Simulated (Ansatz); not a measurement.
# Cs on Ir(111): change of the work function

Wanted: Δφ(θ) for Cs/Ir(111), starting from the fcc site.

Calculated with Ansatz 0.2.0; plane-wave DFT, PBE, Ansatz PAW.

### 1. Set-up

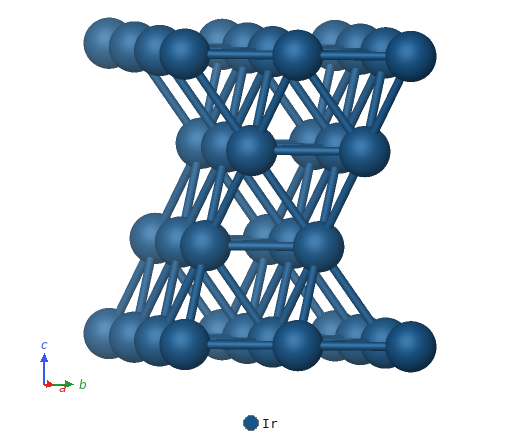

The cell as given, from the side, with the c axis up (iridium blue). 3×2×1 cells are drawn. Some periodic images of atoms are drawn too.

The cell holds 4 atoms: 4 Ir. Cell: a = 2.715 Å, b = 2.715 Å, c = 24.651 Å, α = 90.0°, β = 90.0°, γ = 60.0°. Vacuum lies along c.

### 2. The clean slab

The bare slab comes first, as the zero from which every change is counted. The two lowest layers are held at bulk places and the upper ones relax. The dipole correction removes the false field that a one-sided slab makes across the periodic vacuum, so each face gets a flat vacuum level of its own.

input.yaml reads:

```yaml
crystal:
  lattice:
    - [2.7152900398, 0.0, 0.0]
    - [1.3576450199, 2.3515101531, 0.0]
    - [0.0, 0.0, 24.6510751011]
  atoms:
    - { symbol: Ir, position: [0.0, 0.0, 0.3650956383] }
    - { symbol: Ir, position: [0.3333333333, 0.3333333333, 0.4550318794] }
    - { symbol: Ir, position: [0.6666666667, 0.6666666667, 0.5449681206] }
    - { symbol: Ir, position: [0.0, 0.0, 0.6349043617] }
kpoints:
  mp_grid: { grid: [12, 12, 1] }
hamiltonian:
  xc: pbe
scf:
  occupations: { method: fermi_dirac, width: 0.1 }
  convergence: { dr2_threshold: 1.0e-08 }
efield:
  axis: 3
  dipole_correction: true
  ramp_position: 0.97
  ramp_width: 0.06
relax:
  f_tol: 0.02
  max_steps: 60
  constraints: [{ sites: [0, 1] }]
output:
  write_potential: true
  write_density: true
  volumetric_format: npy
```

Command:

```console
$ ansatz run input.yaml --threads 4 --pin off --max-ram 16384MiB --backend cpu --events-out ev --progress --plain --runs-dir out
```

Numbers of over 12 decimals in the logs are rounded to 6 here.

The program printed:

```text
Engine: ansatz 0.2.0, aarch64-unknown-linux-gnu
Pseudopotentials: kind: paw
Pseudopotential: Ir, paw, valence charge 17, recommended cutoff 420 eV (normal), Ir.paw.azcp
Functional definition: PBE
  parameter kappa = 0.804
  parameter beta = 0.066725
  exchange = pbe_x(kappa = kappa, mu = beta*pi^2/3)
  correlation = pbe_c(beta = beta)
Crystal: 4 atoms, lattice volume = 157.398 Å³
Basis set: ecut = 420 eV, 3101 PW (Γ), exchange–correlation on 40×40×360 points (8 copies of the dense FFT grid, shifted against one another)
Bands: 41, of which v1, the nominal top of the filled ones, is band 34 counted from 1 (33 counted from 0)
Symmetry: 6 space group operations
k-points: 19 of 144 (time reversal used)
Non-local potential: Ir, projectors of the file, l = 0: 3, l = 1: 2, l = 2: 2, l = 3: 1
PAW form: soft (Blöchl's): semilocal exchange-correlation on the pseudo side does not see the compensation charge
PAW one-centre angular grid: Ir, 590 points (default); XC on 64 Gauss nodes
Initial density: superposition of atomic densities (neutral atoms: chi_scale 0, normalization atom), corrected by the library's trained network
Initial wavefunctions: pseudopotential atomic-orbital guess
Functional: x = pbe(κ = 0.804, μ = 0.219515), c = pbe(β = 0.066725)
SCF iter   1: F=—  HF=-47739.534662 eV  |F-HF|=—  |Δ(HF+E_count)|=         —  Δρ=6.19e-3  dr2=3.30e-1  ethr=1.77e-3  p=0.000 e·Å  D=9.34e-15 V/Å  ΔV_dip=-0.00 eV  dr2_dipole=3.62e-7  V_vac-E_F(+/−)=5.19/5.19 eV  ⟨swp⟩=7.8  Hψ=3557  notcnv=0  defer=2
efield: sawtooth ramp at fractional position 0.9700 (set: `efield.ramp_position`, or a place that a band, a saddle search or an elastic batch's reference lends), width 0.0600; the density the first Hamiltonian is built on has a dipole p = 0.000 e·Å; the dipole correction subtracts the counter field D = 9.34e-15 V/Å, which shifts the + side's vacuum level by -0.00 eV against the − side's; the planar-averaged density in the ramp window peaks in size at 1.1e-5 e/Å³
preconditioner: auto → LDOS  [metal: Δε(μ)=0.097 eV  Ē_g=6.266 eV  σ=0.100 eV  W_gap=0.23  n_scr=18 (ndim 8)  ℏωp=17.8 eV  f_vac=0.579  D(μ)=3.93/eV (n_scr^D=16)  β→1.0]
SCF iter   2: F=—  HF=-47739.532903 eV  |F-HF|=—  |Δ(HF+E_count)|=   1.76e-3  Δρ=2.42e-3  dr2=2.91e-2  ethr=4.85e-4  p=-0.000 e·Å  D=-4.09e-5 V/Å  ΔV_dip=0.00 eV  dr2_dipole=6.08e-7  V_vac-E_F(+/−)=5.47/5.47 eV  ⟨swp⟩=1.8  Hψ=981  notcnv=0  defer=3
SCF iter   3: F=—  HF=-47739.530415 eV  |F-HF|=—  |Δ(HF+E_count)|=   2.49e-3  Δρ=5.42e-4  dr2=4.60e-4  ethr=4.28e-5  p=-0.000 e·Å  D=-3.23e-6 V/Å  ΔV_dip=0.00 eV  dr2_dipole=1.63e-8  V_vac-E_F(+/−)=5.48/5.48 eV  ⟨swp⟩=1.8  Hψ=1050  notcnv=0  defer=3
SCF iter   4: F=—  HF=-47739.530408 eV  |F-HF|=—  |Δ(HF+E_count)|=   6.62e-6  Δρ=1.07e-4  dr2=1.71e-5  ethr=6.77e-7  p=-0.000 e·Å  D=-2.54e-6 V/Å  ΔV_dip=0.00 eV  dr2_dipole=5.97e-10  V_vac-E_F(+/−)=5.49/5.48 eV  ⟨swp⟩=2.5  Hψ=1492  notcnv=0  defer=3
SCF iter   5: F=—  HF=-47739.530409 eV  |F-HF|=—  |Δ(HF+E_count)|=   4.11e-8  Δρ=3.97e-5  dr2=2.38e-6  ethr=2.51e-8  p=-0.000 e·Å  D=-6.64e-7 V/Å  ΔV_dip=0.00 eV  dr2_dipole=1.81e-10  V_vac-E_F(+/−)=5.49/5.49 eV  ⟨swp⟩=3.4  Hψ=1824  notcnv=0  defer=3
SCF iter   6: F=—  HF=-47739.530404 eV  |F-HF|=—  |Δ(HF+E_count)|=   4.32e-6  Δρ=1.67e-5  dr2=6.18e-7  ethr=3.51e-9  p=-0.000 e·Å  D=-9.94e-7 V/Å  ΔV_dip=0.00 eV  dr2_dipole=8.41e-11  V_vac-E_F(+/−)=5.49/5.49 eV  ⟨swp⟩=2.4  Hψ=1311  notcnv=0  defer=3
SCF iter   7: F=—  HF=-47739.530405 eV  |F-HF|=—  |Δ(HF+E_count)|=   3.13e-7  Δρ=3.98e-6  dr2=5.26e-8  ethr=9.08e-10  p=-0.000 e·Å  D=-2.22e-7 V/Å  ΔV_dip=0.00 eV  dr2_dipole=2.79e-12  V_vac-E_F(+/−)=5.49/5.49 eV  ⟨swp⟩=2.8  Hψ=1526  notcnv=0  defer=3
SCF iter   8: F=-47739.530405 eV  HF=-47739.530405 eV  |F-HF|=7.63e-9  |Δ(HF+E_count)|=   1.76e-8  Δρ=1.09e-6  dr2=3.19e-9  ethr=1.47e-11  p=-0.000 e·Å  D=-3.88e-8 V/Å  ΔV_dip=0.00 eV  dr2_dipole=1.15e-14  V_vac-E_F(+/−)=5.49/5.49 eV  ⟨swp⟩=11.1  Hψ=6015  notcnv=0
SCF 1 converged in 8 iterations: F = -47739.530405 eV  dr2 = 3.19e-9
  greatest PAW one-centre occupation: 1.000 electrons in one spin orbital (limit 2), on the Ir atom at site 1 (counted from 0), in its partial waves of l = 0
relax step   1: F+E_penalty+E_count = -47739.53040454 eV  Δ(F+E_penalty+E_count) = +0.000e0 eV  max|allowed force component| = 1.352e-1 eV/Å  Δτ_max = 0.0000 Å  (8 SCF iters, accepted)
Initial density: handed on by an earlier stage of this run
Initial wavefunctions: those handed on with the density
iter 1 solved again at ethr=1.27e-4 eV; its pass at ethr=3.10e-3 eV (dr2=8.61e-2 eV) is discarded
SCF iter   1: F=—  HF=-47739.531032 eV  |F-HF|=—  |Δ(HF+E_count)|=         —  Δρ=2.46e-3  dr2=7.87e-2  ethr=1.27e-4  p=-0.000 e·Å  D=-3.38e-7 V/Å  ΔV_dip=0.00 eV  dr2_dipole=3.17e-2  V_vac-E_F(+/−)=5.48/5.48 eV  ⟨swp⟩=1.9  Hψ=2300  notcnv=0  defer=5
efield: sawtooth ramp at fractional position 0.9700 (set: `efield.ramp_position`, or a place that a band, a saddle search or an elastic batch's reference lends), width 0.0600; the density the first Hamiltonian is built on has a dipole p = -0.000 e·Å; the dipole correction subtracts the counter field D = -3.38e-7 V/Å, which shifts the + side's vacuum level by +0.00 eV against the − side's; the planar-averaged density in the ramp window peaks in size at 2.8e-6 e/Å³
preconditioner: auto → LDOS  [metal: Δε(μ)=0.080 eV  Ē_g=6.312 eV  σ=0.100 eV  W_gap=0.19  n_scr=18 (ndim 8)  ℏωp=17.8 eV  f_vac=0.582  D(μ)=3.84/eV (n_scr^D=16)  β→1.0]
SCF iter   2: F=—  HF=-47739.530295 eV  |F-HF|=—  |Δ(HF+E_count)|=   7.36e-4  Δρ=1.06e-3  dr2=4.86e-3  ethr=1.16e-4  p=0.002 e·Å  D=2.34e-3 V/Å  ΔV_dip=-0.06 eV  dr2_dipole=1.15e-3  V_vac-E_F(+/−)=5.44/5.50 eV  ⟨swp⟩=2.0  Hψ=965  notcnv=0  defer=5
SCF iter   3: F=—  HF=-47739.529492 eV  |F-HF|=—  |Δ(HF+E_count)|=   8.04e-4  Δρ=4.91e-4  dr2=1.58e-3  ethr=7.15e-6  p=0.000 e·Å  D=5.10e-4 V/Å  ΔV_dip=-0.01 eV  dr2_dipole=1.15e-5  V_vac-E_F(+/−)=5.48/5.49 eV  ⟨swp⟩=3.0  Hψ=1497  notcnv=0  defer=5
SCF iter   4: F=—  HF=-47739.529184 eV  |F-HF|=—  |Δ(HF+E_count)|=   3.08e-4  Δρ=7.79e-5  dr2=1.08e-5  ethr=2.32e-6  p=0.001 e·Å  D=9.35e-4 V/Å  ΔV_dip=-0.02 eV  dr2_dipole=1.05e-6  V_vac-E_F(+/−)=5.47/5.49 eV  ⟨swp⟩=2.2  Hψ=1153  notcnv=0  defer=5
SCF iter   5: F=—  HF=-47739.529177 eV  |F-HF|=—  |Δ(HF+E_count)|=   7.14e-6  Δρ=3.71e-5  dr2=3.99e-6  ethr=1.59e-8  p=0.001 e·Å  D=8.37e-4 V/Å  ΔV_dip=-0.02 eV  dr2_dipole=1.40e-8  V_vac-E_F(+/−)=5.47/5.50 eV  ⟨swp⟩=2.9  Hψ=1583  notcnv=0  defer=5
SCF iter   6: F=—  HF=-47739.529168 eV  |F-HF|=—  |Δ(HF+E_count)|=   8.34e-6  Δρ=9.86e-6  dr2=2.12e-7  ethr=5.87e-9  p=0.001 e·Å  D=7.52e-4 V/Å  ΔV_dip=-0.02 eV  dr2_dipole=6.16e-9  V_vac-E_F(+/−)=5.48/5.49 eV  ⟨swp⟩=2.2  Hψ=1200  notcnv=0  defer=5
SCF iter   7: F=—  HF=-47739.529168 eV  |F-HF|=—  |Δ(HF+E_count)|=   2.30e-7  Δρ=4.00e-6  dr2=3.19e-8  ethr=3.11e-10  p=0.001 e·Å  D=7.21e-4 V/Å  ΔV_dip=-0.02 eV  dr2_dipole=6.66e-9  V_vac-E_F(+/−)=5.48/5.49 eV  ⟨swp⟩=3.1  Hψ=1431  notcnv=0  defer=5
SCF iter   8: F=-47739.529169 eV  HF=-47739.529169 eV  |F-HF|=8.45e-9  |Δ(HF+E_count)|=   8.39e-8  Δρ=1.08e-6  dr2=2.71e-9  ethr=1.47e-11  p=0.001 e·Å  D=7.05e-4 V/Å  ΔV_dip=-0.02 eV  dr2_dipole=3.01e-10  V_vac-E_F(+/−)=5.48/5.49 eV  ⟨swp⟩=11.2  Hψ=5954  notcnv=0
SCF 2 converged in 8 iterations: F = -47739.529169 eV  dr2 = 2.71e-9
  greatest PAW one-centre occupation: 1.000 electrons in one spin orbital (limit 2), on the Ir atom at site 2 (counted from 0), in its partial waves of l = 0
relax step   2: F+E_penalty+E_count = -47739.52916854 eV  Δ(F+E_penalty+E_count) = +1.236e-3 eV  max|allowed force component| = 2.063e-1 eV/Å  Δτ_max = 0.0402 Å  (8 SCF iters, rejected (line search))
SCF iter   1: F=—  HF=-47739.532187 eV  |F-HF|=—  |Δ(HF+E_count)|=         —  Δρ=1.53e-3  dr2=2.86e-2  ethr=4.36e-4  p=0.001 e·Å  D=7.05e-4 V/Å  ΔV_dip=-0.02 eV  dr2_dipole=1.13e-2  V_vac-E_F(+/−)=5.48/5.50 eV  ⟨swp⟩=2.7  Hψ=1390  notcnv=0  defer=5
efield: sawtooth ramp at fractional position 0.9700 (set: `efield.ramp_position`, or a place that a band, a saddle search or an elastic batch's reference lends), width 0.0600; the density the first Hamiltonian is built on has a dipole p = 0.001 e·Å; the dipole correction subtracts the counter field D = 7.05e-4 V/Å, which shifts the + side's vacuum level by -0.02 eV against the − side's; the planar-averaged density in the ramp window peaks in size at 2.3e-6 e/Å³
preconditioner: auto → LDOS  [metal: Δε(μ)=0.082 eV  Ē_g=6.284 eV  σ=0.100 eV  W_gap=0.20  n_scr=18 (ndim 8)  ℏωp=17.8 eV  f_vac=0.581  D(μ)=3.88/eV (n_scr^D=16)  β→1.0]
SCF iter   2: F=—  HF=-47739.531721 eV  |F-HF|=—  |Δ(HF+E_count)|=   4.67e-4  Δρ=6.52e-4  dr2=1.43e-3  ethr=4.20e-5  p=-0.000 e·Å  D=-4.32e-4 V/Å  ΔV_dip=0.01 eV  dr2_dipole=2.25e-4  V_vac-E_F(+/−)=5.50/5.49 eV  ⟨swp⟩=2.1  Hψ=1154  notcnv=0  defer=5
SCF iter   3: F=—  HF=-47739.531476 eV  |F-HF|=—  |Δ(HF+E_count)|=   2.44e-4  Δρ=3.15e-4  dr2=6.21e-4  ethr=2.10e-6  p=0.000 e·Å  D=4.60e-4 V/Å  ΔV_dip=-0.01 eV  dr2_dipole=3.40e-6  V_vac-E_F(+/−)=5.48/5.49 eV  ⟨swp⟩=2.9  Hψ=1511  notcnv=0  defer=5
SCF iter   4: F=—  HF=-47739.531352 eV  |F-HF|=—  |Δ(HF+E_count)|=   1.24e-4  Δρ=4.39e-5  dr2=3.31e-6  ethr=9.13e-7  p=0.000 e·Å  D=1.92e-4 V/Å  ΔV_dip=-0.00 eV  dr2_dipole=7.79e-8  V_vac-E_F(+/−)=5.49/5.49 eV  ⟨swp⟩=2.1  Hψ=1153  notcnv=0  defer=5
SCF iter   5: F=—  HF=-47739.531341 eV  |F-HF|=—  |Δ(HF+E_count)|=   1.07e-5  Δρ=2.02e-5  dr2=1.03e-6  ethr=4.87e-9  p=0.000 e·Å  D=2.40e-4 V/Å  ΔV_dip=-0.01 eV  dr2_dipole=6.27e-9  V_vac-E_F(+/−)=5.49/5.49 eV  ⟨swp⟩=3.1  Hψ=1636  notcnv=0  defer=5
SCF iter   6: F=—  HF=-47739.531341 eV  |F-HF|=—  |Δ(HF+E_count)|=   3.79e-7  Δρ=8.03e-6  dr2=1.31e-7  ethr=1.52e-9  p=0.000 e·Å  D=2.78e-4 V/Å  ΔV_dip=-0.01 eV  dr2_dipole=2.79e-9  V_vac-E_F(+/−)=5.49/5.49 eV  ⟨swp⟩=2.2  Hψ=1171  notcnv=0  defer=5
SCF iter   7: F=—  HF=-47739.531342 eV  |F-HF|=—  |Δ(HF+E_count)|=   1.54e-7  Δρ=2.33e-6  dr2=1.11e-8  ethr=1.93e-10  p=0.000 e·Å  D=2.91e-4 V/Å  ΔV_dip=-0.01 eV  dr2_dipole=3.45e-9  V_vac-E_F(+/−)=5.49/5.49 eV  ⟨swp⟩=2.3  Hψ=1199  notcnv=0  defer=5
SCF iter   8: F=-47739.531342 eV  HF=-47739.531342 eV  |F-HF|=4.76e-9  |Δ(HF+E_count)|=   3.00e-8  Δρ=5.88e-7  dr2=7.07e-10  ethr=1.47e-11  p=0.000 e·Å  D=2.99e-4 V/Å  ΔV_dip=-0.01 eV  dr2_dipole=3.66e-11  V_vac-E_F(+/−)=5.49/5.49 eV  ⟨swp⟩=10.5  Hψ=5643  notcnv=0
SCF 3 converged in 8 iterations: F = -47739.531342 eV  dr2 = 7.07e-10
relax step   3: F+E_penalty+E_count = -47739.53134163 eV  Δ(F+E_penalty+E_count) = -9.371e-4 eV  max|allowed force component| = 2.789e-3 eV/Å  Δτ_max = 0.0158 Å  (8 SCF iters, accepted)
NSCF: frozen V_eff on 19 k-points
the band table was solved once a step of the walk had ended and its energy, with any forces and stress, was formed, with the checks that follow a solve (3881 applications of the Hamiltonian). They found nothing against the state; the energy, forces and stress were not computed again (output.eigenvalues in the input reference)
WARN: The output density's exchange-correlation potential varies sharply where the density is thin. Do not read a vacuum level from v_tot or v_xc, or from such a field of the output density. On a cell that repeats whose density bears no net charge and no dipole along the vacuum's axis use v_es (v_loc + v_h of the components); under efield.dipole_correction with no amplitude use v_es + v_field, which holds any externa [...]
SCF converged after 8 iterations
Free energy (F): -47739.531342 eV
Harris-Foulkes:  -47739.531342 eV  (|F-HF|=4.76e-9)
Internal energy: -47739.398849 eV  (E = F + TS)
E sigma→0 (E₀):  -47739.465095 eV
Entropy (-TS):   -0.132493 eV (-33.123 meV/atom)
Fermi energy:    5.735751 eV
Dipole field:    D = 0.000308 V/Å  (p = 0.000268 e·Å, saw-weighted, corrected)
Work function:   Φ+ = 5.4864 eV   Φ− = 5.4940 eV
Levels:          The Fermi level and band energies are counted from a zero that moves with the ramp; work functions are not
--- Per-component energies (eV) ---
  E_band       = -1671.576538
  E_kinetic    = 2486.113090
  E_local      = -117421.112916  (includes V_loc(G=0)·N_el)
  E_nonlocal   = 291.629511
  E_hartree    = 57547.560114
  E_xc         = -1068.589999
  E_vxc        = -1195.849487  (∫ρ·V_xc dr)
  E_paw        = -36893.549534  (= ΣΔE_a)
  E_vpaw       = -927.471881  (= ΣTr[D̂ρ^β])
  E_aug_tail   = 0.000219  (compensation charges beyond the density's cutoff)
  E_efield     = 0.000000  (sawtooth field / dipole correction)
  E_vefield    = 0.000096  (∫n·V_field dr)
  E_ewald      = 47318.550667
  E_smearing   = -0.132493  (= −TS)
  E_closure    = -0.000000  (closes the sum)
  Σ components = -47739.531342   (vs F -47739.531342, Δ=0.00e0)
--- Forces (eV/Å), atoms counted from 1 ---
  atom   1  Ir     0.00000000    -0.00000000     0.12831674
  atom   2  Ir    -0.00000000    -0.00000000    -0.13090793
  atom   3  Ir     0.00000000     0.00000000    -0.00020093
  atom   4  Ir    -0.00000000     0.00000000     0.00278891
  max |Σ_I F_I| component: 3.21e-6 eV/Å
--- Band table (eV; the first three rows and the last of 19) ---
  k-point 0: bands = [... 30 lower, 2.8245, 4.5654, 4.5654, 4.9154, 4.9154, 5.0203, 5.8533, 5.8533, ... 3 higher]
  k-point 1: bands = [... 30 lower, 3.0292, 4.3234, 4.3914, 4.3950, 4.8764, 4.9658, 5.3069, 5.8533, ... 3 higher]
  k-point 2: bands = [... 30 lower, 3.6025, 3.6292, 3.8672, 4.2957, 4.5009, 4.9807, 5.8191, 5.8473, ... 3 higher]
  k-point 18: bands = [... 30 lower, 4.4076, 4.4245, 5.5716, 6.0441, 6.1830, 6.1849, 11.3203, 11.4245, ... 3 higher]
--- Relaxed structure (3 steps of the walk, 2 accepted, 0 SCFs on fresh bases) ---
  F+E_penalty+E_count = -47739.53134163 eV   max|allowed force component| = 2.789e-3 eV/Å
  atoms:
    - { symbol: Ir, position: [0.0, 0.0, 0.365096] }
    - { symbol: Ir, position: [0.333333, 0.333333, 0.4550318794] }
    - { symbol: Ir, position: [0.666667, 0.666667, 0.544863] }
    - { symbol: Ir, position: [-7.456012734791833e-19, 0, 0.634264] }
```

Elapsed: 9.9 s, on 4 threads of Arm Neoverse V1, shared host; peak memory 0.46 GiB.

Step by step:

```csv
step,energy less that of the first step (eV),largest force component (eV/Å)
1,0.0000,0.1352
2,0.0012,0.2063
3,-0.0009,0.0028
```

Relaxation step 2 was tried and not accepted.

The run keeps the 6 symmetry operations that it works with, so distortions that break them were not tested.

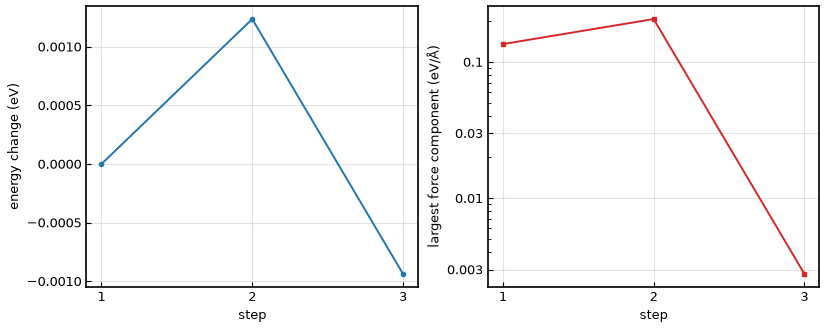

Energy and largest force along the relaxation.

The atoms that moved most (Å):

```csv
atom,dx,dy,dz,length
Ir4,0.000,0.000,-0.016,0.016
```

The relaxed structure:

```cif
data_structure
_symmetry_space_group_name_H-M 'P 1'
_symmetry_Int_Tables_number 1
_cell_length_a 2.7153
_cell_length_b 2.7153
_cell_length_c 24.6511
_cell_angle_alpha 90.000
_cell_angle_beta 90.000
_cell_angle_gamma 60.000
_cell_volume 157.40
loop_
_atom_site_label
_atom_site_type_symbol
_atom_site_fract_x
_atom_site_fract_y
_atom_site_fract_z
_atom_site_occupancy
Ir1 Ir 0.00000 0.00000 0.36510 1
Ir2 Ir 0.33333 0.33333 0.45503 1
Ir3 Ir 0.66667 0.66667 0.54486 1
Ir4 Ir 0.00000 0.00000 0.63426 1
```

This step gave:

- energy at zero smearing: -47739.4651 eV
- work function, upper face: 5.486 eV
- dipole along the normal: 2.68e-4 e·Å

Running mean over 2.217 Å of the planar mean; the ramp of the sawtooth is left out. The electron's electrostatic potential energy less the Fermi level by z:

```csv
z (Å),electron's electrostatic potential energy less the Fermi level (eV)
4,5.49
5,5.49
6,5.42
7,4.28
8,-5.49
9,-12.7
10,-13.3
11,-13.5
12,-13.6
13,-13.6
14,-13.6
15,-13.3
16,-11.7
17,-0.753
18,5.04
19,5.46
20,5.48
21,5.49
```

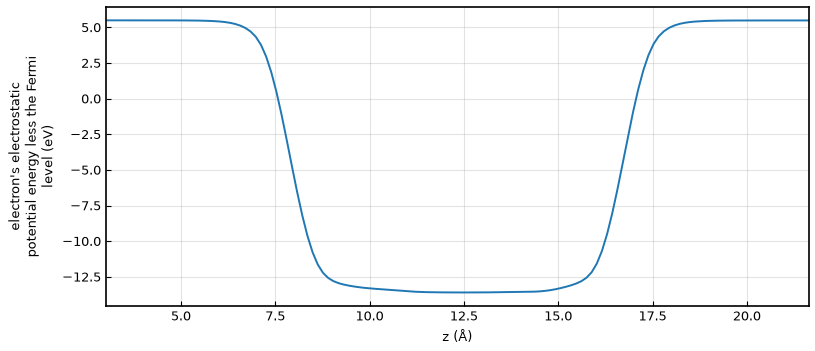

Electron's electrostatic potential energy less the Fermi level against z.

The relaxation took 3 steps and lowered the energy by 9.4e-4 eV; the largest force on the free atoms ends at 0.0028 eV/Å.

The work function of the upper face is 5.49 eV.

(Continued in part 2 of 4.)

[Logs are printed without paths, hosts, clocks, repeated set-up lines and the standing remarks that a program may print on its own settings, such as how far it seeks lower states.]

[Hosts, paths, dates, database ids (printed as entryN), source tags and the programs' standing remarks are cut or masked in the printed files.]

[Maps of the electrostatic potential energy from Ansatz leave out the sawtooth potential of an applied field or a dipole correction, so their vacuum need not be flat; planar profiles and work functions include it.]
